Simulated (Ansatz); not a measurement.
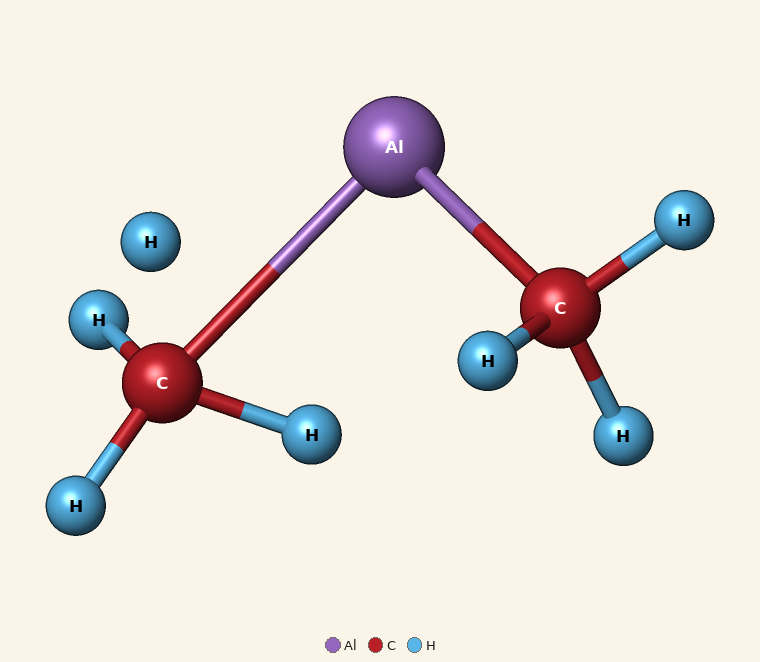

Sticks follow a distance rule. Harmonic vibrations computed with RKS PBE0-D4/def2-SVP (Ansatz 0.2.0) at a stationary point of the same level.

**Minimum or transition state?**

A minimum: no imaginary frequency, and the lowest mode lies at 123 cm⁻¹.

**How many vibrational modes are there, and where do they lie?**

24 modes: 123, 187, 285, 358, 478, 545, 588, 631, 717, 925, 1198, 1246, 1358, 1381, 1409, 1428, 1490, 1536, 2996, 3030, 3085, 3109, 3133, 3241 cm⁻¹.
